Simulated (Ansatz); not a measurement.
## Work function of Ir(111): what the settings cost and change

Aim: the numerical settings behind the work function of Ir(111), with the cost of each.

Program: Ansatz 0.2.0. Level of theory: plane-wave DFT, PBE, Ansatz PAW. Results are calculated unless marked as measured.

**Measured values to reproduce.**

“Anisotropic work function of elemental crystals” (2019, arxiv:1902.07811) quotes from earlier work for Ir (clean (111) face, a compiled value): work function (clean (111) face, a compiled value) 5.78 eV.

**1. The structure**

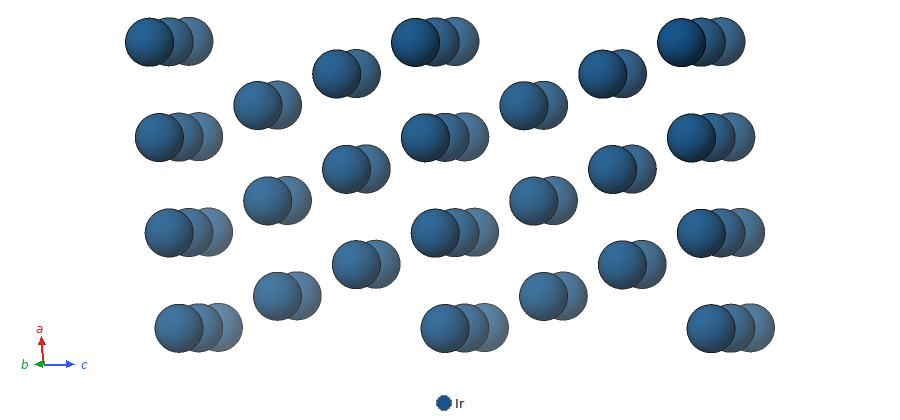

Start, viewed from the side, with the c axis across the page; iridium blue. 3×2×1 cells are drawn. Some periodic images of atoms are drawn too.

The cell holds 7 atoms: 7 Ir. Cell: a = 2.715 Å, b = 2.715 Å, c = 31.302 Å, α = 90.0°, β = 90.0°, γ = 60.0°. Vacuum lies along c.

**2. Run, setting cutoff 200 eV**

A work function rests on the faint tail of the density, so the SCF threshold is tight. The cutoff is raised first; then mesh and smearing are varied at the default cutoff.

Contents of input.yaml:

```yaml
crystal:
  lattice:
    - [2.7152900398, 0.0, 0.0]
    - [1.3576450199, 2.3515101531, 0.0]
    - [0.0, 0.0, 31.3021502021]
  atoms:
    - { symbol: Ir, position: [0.0, 0.0, 0.2875201845] }
    - { symbol: Ir, position: [0.3333333333, 0.3333333333, 0.3583467896] }
    - { symbol: Ir, position: [0.6666666667, 0.6666666667, 0.4291733948] }
    - { symbol: Ir, position: [0.0, 0.0, 0.5] }
    - { symbol: Ir, position: [0.3333333333, 0.3333333333, 0.5708266052] }
    - { symbol: Ir, position: [0.6666666667, 0.6666666667, 0.6416532104] }
    - { symbol: Ir, position: [0.0, 0.0, 0.7124798155] }
kpoints:
  mp_grid: { grid: [17, 17, 1] }
hamiltonian:
  xc: pbe
scf:
  occupations: { method: fermi_dirac, width: 0.1 }
  convergence: { dr2_threshold: 1.0e-09 }
efield:
  axis: 3
  dipole_correction: true
  ramp_position: 0.97
  ramp_width: 0.06
basis:
  ecutwfc: "200 eV"
output:
  write_potential: true
  write_density: true
  volumetric_format: npy
  elf: true
```

Started as:

```sh
ansatz run input.yaml --threads 2 --pin off --max-ram 3072MiB --backend cpu --events-out ev --progress --plain --runs-dir out
```

Numbers of over 12 decimals in the logs are rounded to 6 here.

Log:

```text
Warning: basis.ecutwfc = 200 eV is below the records' recommended 420 eV, and the density's cutoff is lower with it unless basis.ecutrho_ratio is high enough to keep the records' density cutoff: compare with a run at a higher cutoff
Warning: basis.ecutrho_ratio 4 (ecutrho = 800 eV, dense FFT grid 15×15×150): the grid does not resolve the core-correction charge of Ir (measure 0.09 e/Å^2.5); warned from 0.08. The energy and each atom's force then go with where the atoms sit on the grid: [figures from the program's tests cut] If this deck is also warned that a cutoff or its ratio is below what is recommended, mend that before anything below. First try basis.xc_grid, which is 1 on this run (the dense grid itself), where it is not refused (2, then 3). Above 1 the core-correction charge is laid on the exchange–correlation grid, and this warning is never given, whether or not the level is enough: [rest of the remark cut]
Engine: ansatz 0.2.0, aarch64-unknown-linux-gnu
Pseudopotentials: kind: paw
Pseudopotential: Ir, paw, valence charge 17, recommended cutoff 420 eV (normal), Ir.paw.azcp
Functional definition: PBE
  parameter kappa = 0.804
  parameter beta = 0.066725
  exchange = pbe_x(kappa = kappa, mu = beta*pi^2/3)
  correlation = pbe_c(beta = beta)
Crystal: 7 atoms, lattice volume = 199.865 Å³
Basis set: ecut = 200 eV, 1279 PW (Γ)
Bands: 72, of which v1, the nominal top of the filled ones, is band 60 counted from 1 (59 counted from 0)
Symmetry: 6 space group operations
k-points: 33 of 289 (time reversal used)
Non-local potential: Ir, projectors of the file, l = 0: 3, l = 1: 2, l = 2: 2, l = 3: 1
PAW form: soft (Blöchl's): semilocal exchange-correlation on the pseudo side does not see the compensation charge
PAW one-centre angular grid: Ir, 590 points (default); XC on 64 Gauss nodes
Initial density: superposition of atomic densities (neutral atoms: chi_scale 0, normalization atom), corrected by the library's trained network
Initial wavefunctions: pseudopotential atomic-orbital guess
Functional: x = pbe(κ = 0.804, μ = 0.219515), c = pbe(β = 0.066725)
SCF iter   1: F=—  HF=-83479.765961 eV  |F-HF|=—  |Δ(HF+E_count)|=         —  Δρ=1.10e-1  dr2=2.19e1  ethr=1.77e-3  p=0.000 e·Å  D=3.20e-13 V/Å  ΔV_dip=-0.00 eV  dr2_dipole=1.45e-6  V_vac-E_F(+/−)=4.34/4.34 eV  ⟨swp⟩=7.4  Hψ=10147  notcnv=0  defer=12
efield: sawtooth ramp at fractional position 0.9700 (set: `efield.ramp_position`, or a place that a band, a saddle search or an elastic batch's reference lends), width 0.0600; the density the first Hamiltonian is built on has a dipole p = 0.000 e·Å; the dipole correction subtracts the counter field D = 3.20e-13 V/Å, which shifts the + side's vacuum level by -0.00 eV against the − side's; the planar-averaged density in the ramp window peaks in size at 1.7e-5 e/Å³
preconditioner: auto → LDOS  [metal: Δε(μ)=0.001 eV  Ē_g=6.688 eV  σ=0.100 eV  W_gap=0.00  n_scr=24 (ndim 8)  ℏωp=20.8 eV  f_vac=0.464  D(μ)=6.75/eV (n_scr^D=24)  β→1.0]
SCF iter   2: F=—  HF=-83476.795365 eV  |F-HF|=—  |Δ(HF+E_count)|=    2.97e0  Δρ=6.34e-2  dr2=8.16e0  ethr=1.77e-3  p=0.000 e·Å  D=4.48e-5 V/Å  ΔV_dip=-0.00 eV  dr2_dipole=3.55e-6  V_vac-E_F(+/−)=6.33/6.33 eV  ⟨swp⟩=3.0  Hψ=6417  notcnv=0  defer=29
SCF iter   3: F=—  HF=-83473.801198 eV  |F-HF|=—  |Δ(HF+E_count)|=    2.99e0  Δρ=7.03e-3  dr2=1.46e-1  ethr=1.77e-3  p=0.000 e·Å  D=9.76e-6 V/Å  ΔV_dip=-0.00 eV  dr2_dipole=1.46e-7  V_vac-E_F(+/−)=6.07/6.08 eV  ⟨swp⟩=2.9  Hψ=5604  notcnv=0  defer=36
SCF iter   4: F=—  HF=-83473.776385 eV  |F-HF|=—  |Δ(HF+E_count)|=   2.48e-2  Δρ=3.36e-3  dr2=8.03e-2  ethr=1.23e-4  p=0.000 e·Å  D=5.86e-6 V/Å  ΔV_dip=-0.00 eV  dr2_dipole=3.49e-9  V_vac-E_F(+/−)=6.01/6.01 eV  ⟨swp⟩=3.2  Hψ=5310  notcnv=0  defer=36
SCF iter   5: F=—  HF=-83473.761448 eV  |F-HF|=—  |Δ(HF+E_count)|=   1.49e-2  Δρ=7.85e-4  dr2=2.27e-3  ethr=6.74e-5  p=0.000 e·Å  D=3.29e-6 V/Å  ΔV_dip=-0.00 eV  dr2_dipole=1.08e-8  V_vac-E_F(+/−)=6.07/6.08 eV  ⟨swp⟩=2.0  Hψ=3332  notcnv=0  defer=36
SCF iter   6: F=—  HF=-83473.761052 eV  |F-HF|=—  |Δ(HF+E_count)|=   3.96e-4  Δρ=2.28e-4  dr2=2.29e-4  ethr=1.91e-6  p=0.000 e·Å  D=1.98e-6 V/Å  ΔV_dip=-0.00 eV  dr2_dipole=1.60e-9  V_vac-E_F(+/−)=6.09/6.09 eV  ⟨swp⟩=2.8  Hψ=4518  notcnv=0  defer=36
SCF iter   7: F=—  HF=-83473.761042 eV  |F-HF|=—  |Δ(HF+E_count)|=   1.01e-5  Δρ=5.36e-5  dr2=5.96e-6  ethr=1.92e-7  p=0.000 e·Å  D=1.08e-6 V/Å  ΔV_dip=-0.00 eV  dr2_dipole=1.51e-10  V_vac-E_F(+/−)=6.09/6.09 eV  ⟨swp⟩=2.2  Hψ=3554  notcnv=0  defer=36
SCF iter   8: F=—  HF=-83473.761057 eV  |F-HF|=—  |Δ(HF+E_count)|=   1.56e-5  Δρ=1.52e-5  dr2=1.09e-6  ethr=5.01e-9  p=0.000 e·Å  D=5.38e-7 V/Å  ΔV_dip=-0.00 eV  dr2_dipole=1.16e-11  V_vac-E_F(+/−)=6.09/6.09 eV  ⟨swp⟩=2.3  Hψ=3795  notcnv=0  defer=36
SCF iter   9: F=—  HF=-83473.761058 eV  |F-HF|=—  |Δ(HF+E_count)|=   3.83e-7  Δρ=5.67e-6  dr2=5.81e-8  ethr=9.17e-10  p=0.000 e·Å  D=1.80e-7 V/Å  ΔV_dip=-0.00 eV  dr2_dipole=1.34e-12  V_vac-E_F(+/−)=6.09/6.10 eV  ⟨swp⟩=2.2  Hψ=3354  notcnv=0  defer=36
SCF iter  10: F=—  HF=-83473.761058 eV  |F-HF|=—  |Δ(HF+E_count)|=   2.42e-8  Δρ=1.06e-6  dr2=5.35e-9  ethr=4.88e-11  p=0.000 e·Å  D=7.13e-8 V/Å  ΔV_dip=-0.00 eV  dr2_dipole=1.61e-13  V_vac-E_F(+/−)=6.09/6.10 eV  ⟨swp⟩=2.8  Hψ=4777  notcnv=0  defer=36
SCF iter  11: F=-83473.761058 eV  HF=-83473.761058 eV  |F-HF|=5.24e-10  |Δ(HF+E_count)|=   1.16e-9  Δρ=3.06e-7  dr2=7.57e-10  ethr=1.00e-12  p=0.000 e·Å  D=1.09e-8 V/Å  ΔV_dip=-0.00 eV  dr2_dipole=3.21e-14  V_vac-E_F(+/−)=6.09/6.10 eV  ⟨swp⟩=8.8  Hψ=6587  notcnv=0
WARN: efield: at this solve's end the planar-averaged density reaches 1.00e-4 e/Å³ inside the ramp window [0.9381, 0.0619] (bound 1e-5 e/Å³); the window's nearer edge stands 7.06 Å from this solve's nearest atom along the axis. Its work functions, free energy, forces, stress, dipole, levels and responses can be off, and this figure does not tell by how much. The cell may have no vacuum along `efield.axis`. A short vacuum, a low `basis.ecutwfc` or `basis.ecutrho_ratio` and negative occupations (`scf.occupations.method`) can put density there. See the manual's quickstart, § The vacuum guard
SCF 1 converged in 11 iterations: F = -83473.761058 eV  dr2 = 7.57e-10
  greatest PAW one-centre occupation: 1.084 electrons in one spin orbital (limit 2), on the Ir atom at site 6 (counted from 0), in its partial waves of l = 1
WARN: The output density's exchange-correlation potential varies sharply where the density is thin. Do not read a vacuum level from v_tot or v_xc, or from such a field of the output density. On a cell that repeats whose density bears no net charge and no dipole along the vacuum's axis use v_es (v_loc + v_h of the components); under efield.dipole_correction with no amplitude use v_es + v_field, which holds any externa [...]
SCF converged after 11 iterations
Free energy (F): -83473.761058 eV
Harris-Foulkes:  -83473.761058 eV  (|F-HF|=5.24e-10)
Internal energy: -83473.504289 eV  (E = F + TS)
E sigma→0 (E₀):  -83473.632674 eV
Entropy (-TS):   -0.256768 eV (-36.681 meV/atom)
Fermi energy:    9.763147 eV
Dipole field:    D = -0.000000 V/Å  (p = -0.000000 e·Å, saw-weighted, corrected)
Work function:   Φ+ = 6.0903 eV (in doubt: plateau slope 3.4e-2 eV/Å)   Φ− = 6.0956 eV (in doubt: plateau slope 3.1e-2 eV/Å)
Levels:          The Fermi level and band energies are counted from a zero that moves with the ramp; work functions are not
Vacuum region:   at the solve's end the planar-averaged density reaches 1.00e-4 e/Å³ inside the ramp window [0.9381, 0.0619] (bound 1e-5 e/Å³)
--- Per-component energies (eV) ---
  E_band       = -2538.083030
  E_kinetic    = 4416.263544
  E_local      = -276837.062963  (includes V_loc(G=0)·N_el)
  E_nonlocal   = 366.521211
  E_hartree    = 136578.820876
  E_xc         = -1884.318234
  E_vxc        = -2114.897338  (∫ρ·V_xc dr)
  E_paw        = -64477.196424  (= ΣΔE_a)
  E_vpaw       = -1526.579846  (= ΣTr[D̂ρ^β])
  E_aug_tail   = 0.017125  (compensation charges beyond the density's cutoff)
  E_efield     = 0.000000  (sawtooth field / dipole correction)
  E_vefield    = 0.000000  (∫n·V_field dr)
  E_ewald      = 118363.450577
  E_smearing   = -0.256768  (= −TS)
  E_closure    = 0.000000  (closes the sum)
  Σ components = -83473.761058   (vs F -83473.761058, Δ=0.00e0)
--- Band table (eV; the first three rows and the last of 33) ---
  k-point 0: bands = [... 56 lower, 8.7560, 8.7624, 8.7624, 9.1460, 9.1460, 9.3003, 9.3003, 9.7656, ... 8 higher]
  k-point 1: bands = [... 56 lower, 8.3976, 8.7403, 8.8480, 8.9457, 9.0280, 9.1936, 9.3226, 9.3333, ... 8 higher]
  k-point 2: bands = [... 56 lower, 8.1560, 8.3904, 8.5743, 8.6711, 8.7676, 9.1300, 9.1671, 9.3906, ... 8 higher]
  k-point 32: bands = [... 56 lower, 9.5559, 9.7476, 9.8550, 10.0082, 10.1297, 10.2055, 10.2652, 14.7488, ... 8 higher]
```

The job ended after 34 s (2 threads of Arm Neoverse N1, shared host; peak memory 0.42 GiB; 59 s of CPU time).

Reading the cycles: dr2 is the Hartree energy of the density residual (eV), the measure of convergence; HF is the Harris–Foulkes estimate of the energy, which meets the free energy F at convergence.

Numbers from this step:

```yaml
energy_at_zero_smearing: -83473.6327 eV
work_function_upper_face: 6.090 eV
```

Running mean over 2.217 Å of the planar mean; the ramp of the sawtooth is left out. Table of electron's electrostatic potential energy less the Fermi level by z:

```
z (Å)  electron's electrostatic potential energy less the Fermi level (eV)
  5.0                                                                 5.88
  7.5                                                                0.950
 10.0                                                                -13.3
 12.5                                                                -13.5
 15.0                                                                -13.5
 17.5                                                                -13.5
 20.0                                                                -13.5
 22.5                                                                -12.3
 25.0                                                                 5.56
 27.5                                                                 5.99
```

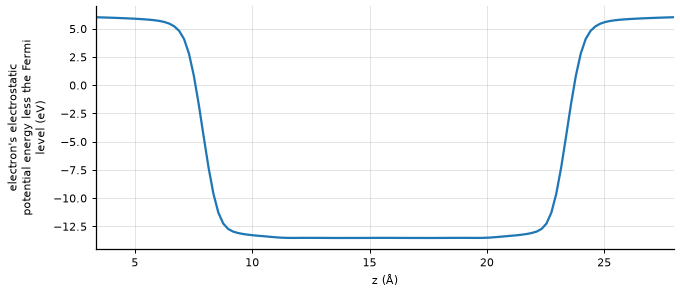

Electron's electrostatic potential energy less the Fermi level, plotted against z.

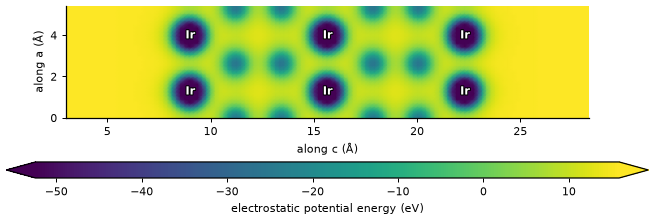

Electrostatic potential energy in the ca plane at fractional y = 0.000, with atoms of Ir within 0.2 Å of it. With pseudopotentials it is smooth inside the atoms' cores, unlike the true potential. The map starts off the cell's origin, so that atoms lie inside it. The far vacuum is left out of the map.

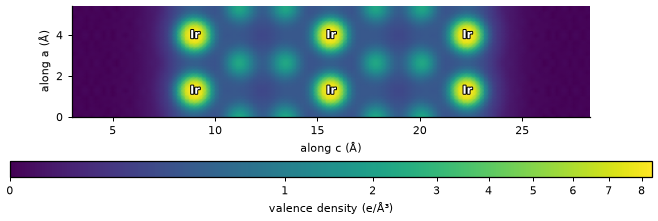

Valence density in the ca plane at fractional y = 0.000, with atoms of Ir within 0.2 Å of it. It is the smooth field of the valence electrons, not physical close to the nuclei. The map starts off the cell's origin, so that atoms lie inside it. The colour scale is stretched toward low values. The far vacuum is left out of the map.

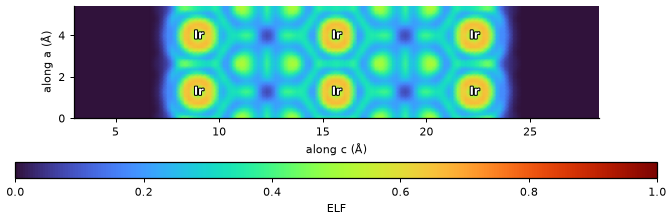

ELF in the ca plane at fractional y = 0.000, with atoms of Ir within 0.2 Å of it. It is the smooth field of the valence electrons, not physical close to the nuclei. The map starts off the cell's origin, so that atoms lie inside it. The far vacuum is left out of the map.

The work function is 6.090 eV. The program marks this work function as in doubt.

**3. Slab**

Changes to input.yaml since step 2:

```diff
@@ -26,3 +26,3 @@
 basis:
-  ecutwfc: "200 eV"
+  ecutwfc: "300 eV"
 output:
@@ -31,2 +31 @@
   volumetric_format: npy
-  elf: true
```

Log:

```text
[...]
Crystal: 7 atoms, lattice volume = 199.865 Å³
Basis set: ecut = 300 eV, 2333 PW (Γ)
Bands: 72, of which v1, the nominal top of the filled ones, is band 60 counted from 1 (59 counted from 0)
Symmetry: 6 space group operations
k-points: 33 of 289 (time reversal used)
[...]
k-point 0: bands = [... 56 lower, 8.7367, 8.7368, 8.7368, 8.9506, 8.9506, 9.3824, 9.3824, 9.7146, ... 8 higher]
  k-point 1: bands = [... 56 lower, 8.4889, 8.7590, 8.8016, 8.9865, 8.9982, 9.2161, 9.3238, 9.3950, ... 8 higher]
  k-point 2: bands = [... 56 lower, 8.2388, 8.4198, 8.5839, 8.6961, 8.8154, 9.0623, 9.2872, 9.4272, ... 8 higher]
  k-point 32: bands = [... 56 lower, 9.8632, 10.0663, 10.1631, 10.3795, 10.4767, 10.6045, 10.6666, 15.0227, ... 8 higher]
[key lines of the parts left out:]
SCF converged after 10 iterations
Free energy (F): -83544.279980 eV
Fermi energy:    9.978011 eV
Dipole field:    D = 0.000001 V/Å  (p = 0.000001 e·Å, saw-weighted, corrected)
Work function:   Φ+ = 5.5143 eV   Φ− = 5.5144 eV
```

Elapsed: 52 s, on 2 threads; peak memory 0.53 GiB.

The work function is 5.514 eV, -0.576 eV from the run “cutoff 200 eV”, at 1.6 times its CPU time.

**4. Run**

Changes to input.yaml since step 3:

```diff
@@ -26,3 +26,3 @@
 basis:
-  ecutwfc: "300 eV"
+  ecutwfc: "420 eV"
 output:
```

Log:

```text
[...]
Crystal: 7 atoms, lattice volume = 199.865 Å³
Basis set: ecut = 420 eV, 3927 PW (Γ)
Bands: 72, of which v1, the nominal top of the filled ones, is band 60 counted from 1 (59 counted from 0)
Symmetry: 6 space group operations
k-points: 33 of 289 (time reversal used)
[...]
k-point 0: bands = [... 56 lower, 8.7523, 8.7543, 8.7543, 8.9597, 8.9597, 9.3818, 9.3818, 9.7081, ... 8 higher]
  k-point 1: bands = [... 56 lower, 8.4962, 8.7738, 8.8168, 8.9950, 9.0113, 9.2167, 9.3219, 9.3989, ... 8 higher]
  k-point 2: bands = [... 56 lower, 8.2451, 8.4238, 8.5907, 8.7080, 8.8236, 9.0764, 9.2945, 9.4366, ... 8 higher]
  k-point 32: bands = [... 56 lower, 9.8729, 10.0754, 10.1741, 10.3881, 10.4843, 10.6110, 10.6733, 15.0218, ... 8 higher]
[key lines of the parts left out:]
SCF converged after 10 iterations
Free energy (F): -83545.442612 eV
Fermi energy:    9.982438 eV
Dipole field:    D = 0.000001 V/Å  (p = 0.000001 e·Å, saw-weighted, corrected)
Work function:   Φ+ = 5.5041 eV   Φ− = 5.5042 eV
```

Elapsed: 71 s, on 2 threads; peak memory 0.74 GiB; 2.1 min of CPU time.

The work function is 5.504 eV, -0.586 eV from the run “cutoff 200 eV”, at 2.1 times its CPU time.

**5. Run**

Changes to input.yaml since step 4:

```diff
@@ -26,3 +26,3 @@
 basis:
-  ecutwfc: "420 eV"
+  ecutwfc: "600 eV"
 output:
```

Log:

```text
[...]
Crystal: 7 atoms, lattice volume = 199.865 Å³
Basis set: ecut = 600 eV, 6821 PW (Γ)
Bands: 72, of which v1, the nominal top of the filled ones, is band 60 counted from 1 (59 counted from 0)
Symmetry: 6 space group operations
k-points: 33 of 289 (time reversal used)
[...]
k-point 0: bands = [... 56 lower, 8.7521, 8.7541, 8.7541, 8.9595, 8.9595, 9.3816, 9.3816, 9.7074, ... 8 higher]
  k-point 1: bands = [... 56 lower, 8.4960, 8.7736, 8.8166, 8.9948, 9.0111, 9.2163, 9.3214, 9.3987, ... 8 higher]
  k-point 2: bands = [... 56 lower, 8.2449, 8.4235, 8.5904, 8.7078, 8.8233, 9.0762, 9.2943, 9.4364, ... 8 higher]
  k-point 32: bands = [... 56 lower, 9.8727, 10.0752, 10.1740, 10.3880, 10.4841, 10.6109, 10.6732, 15.0211, ... 8 higher]
[key lines of the parts left out:]
SCF converged after 10 iterations
Free energy (F): -83545.463011 eV
Fermi energy:    9.982171 eV
Dipole field:    D = 0.000001 V/Å  (p = 0.000001 e·Å, saw-weighted, corrected)
Work function:   Φ+ = 5.5044 eV   Φ− = 5.5044 eV
```

Elapsed: 1.9 min, on 2 threads; peak memory 1.1 GiB.

The work function is 5.504 eV, +0.000 eV from the run “cutoff 420 eV”, at 1.6 times its CPU time.

**6. Slab**

Changes to input.yaml since step 5:

```diff
@@ -14,3 +14,3 @@
 kpoints:
-  mp_grid: { grid: [17, 17, 1] }
+  mp_grid: { grid: [3, 3, 1] }
 hamiltonian:
@@ -25,4 +25,2 @@
   ramp_width: 0.06
-basis:
-  ecutwfc: "600 eV"
 output:
```

Log:

```text
[...]
Crystal: 7 atoms, lattice volume = 199.865 Å³
Basis set: ecut = 420 eV, 3927 PW (Γ)
Bands: 72, of which v1, the nominal top of the filled ones, is band 60 counted from 1 (59 counted from 0)
Symmetry: 6 space group operations
k-points: 3 of 9 (time reversal used)
[...]
Work function:   Φ+ = 5.6612 eV   Φ− = 5.6613 eV
[...]
--- Band table (eV) ---
  k-point 0: bands = [... 56 lower, 8.7494, 8.8026, 8.8026, 8.8946, 8.8946, 9.2949, 9.2949, 9.6099, ... 8 higher]
  k-point 1: bands = [... 56 lower, 9.4424, 9.5684, 9.6521, 9.8320, 9.9240, 10.0136, 10.1913, 10.3486, ... 8 higher]
  k-point 2: bands = [... 56 lower, 9.8082, 9.9608, 10.2452, 10.2452, 10.5279, 10.5505, 10.5505, 15.3009, ... 8 higher]
[key lines of the parts left out:]
SCF converged after 12 iterations
Free energy (F): -83541.013804 eV
Fermi energy:    9.810840 eV
Dipole field:    D = 0.000002 V/Å  (p = 0.000002 e·Å, saw-weighted, corrected)
```

The job ended after 8.2 s (2 threads; peak memory 0.42 GiB).

The work function is 5.661 eV, +0.157 eV from the run “cutoff 420 eV”, at 0.095 times its CPU time.

**7. Run**

Changes to input.yaml since step 6:

```diff
@@ -14,3 +14,3 @@
 kpoints:
-  mp_grid: { grid: [3, 3, 1] }
+  mp_grid: { grid: [6, 6, 1] }
 hamiltonian:
```

Log:

```text
[...]
Crystal: 7 atoms, lattice volume = 199.865 Å³
Basis set: ecut = 420 eV, 3927 PW (Γ)
Bands: 72, of which v1, the nominal top of the filled ones, is band 60 counted from 1 (59 counted from 0)
Symmetry: 6 space group operations
k-points: 7 of 36 (time reversal used)
[...]
k-point 0: bands = [... 56 lower, 8.8086, 8.8340, 8.8340, 8.9856, 8.9856, 9.3927, 9.3927, 9.6750, ... 8 higher]
  k-point 1: bands = [... 56 lower, 8.0182, 8.2253, 8.3252, 8.7015, 8.8196, 9.1406, 9.5022, 9.5524, ... 8 higher]
  k-point 2: bands = [... 56 lower, 9.4712, 9.6167, 9.6470, 9.8615, 10.0219, 10.0940, 10.2377, 10.3799, ... 8 higher]
  k-point 6: bands = [... 56 lower, 9.8995, 10.0679, 10.3088, 10.3088, 10.5757, 10.6118, 10.6118, 15.3177, ... 8 higher]
[key lines of the parts left out:]
SCF converged after 10 iterations
Free energy (F): -83545.249197 eV
Fermi energy:    9.927707 eV
Dipole field:    D = -0.000000 V/Å  (p = -0.000000 e·Å, saw-weighted, corrected)
Work function:   Φ+ = 5.5255 eV   Φ− = 5.5255 eV
```

It took 15 s on 2 threads; peak memory 0.45 GiB; 25 s of CPU time.

The work function is 5.526 eV, +0.021 eV from the run “cutoff 420 eV”, at 0.20 times its CPU time.

(Part 1 of 2 ends here.)

[Logs are printed without paths, hosts, clocks, repeated set-up lines and the standing remarks that a program may print on its own settings, such as how far it seeks lower states.]

[Hosts, paths, dates, database ids (printed as entryN), source tags and the programs' standing remarks are cut or masked in the printed files.]

[Maps of the electrostatic potential energy from Ansatz leave out the sawtooth potential of an applied field or a dipole correction, so their vacuum need not be flat; planar profiles and work functions include it.]
